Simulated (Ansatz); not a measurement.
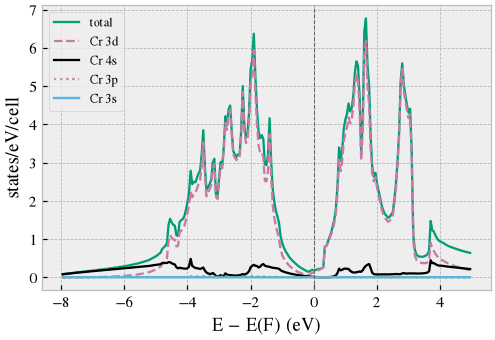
*Total and projected density of states of Cr (bcc (W type), Im-3m), the program Ansatz at the r²SCAN level (PAW)*

Which orbitals carry the states next to the Fermi level?

Within 0.5 eV of the Fermi level: Cr 3d 80 %, Cr 4s 6 %, outside the projected shells 14 %. Projections are on Löwdin-orthogonalised atomic valence shells; empty p or d shells of many metals are not among them.

Where is the tallest occupied peak in this window, and what makes it?

Near -1.9 eV, about 6.4 states/eV per cell; the largest projected share is Cr 3d.

The r²SCAN relaxation kept the symmetry of its start, as lowered by the spin order. Spin order of the final state: antiferromagnetic, chosen from 4 collinear starts compared on coarse meshes (ties went to the first, and starts can fall back to one state), not a proven ground state. Textbook magnetic order: a spin-density-wave antiferromagnet. Other orbital occupations within this spin state were not tried.

Potentials: the earlier of the program's two PAW sets.
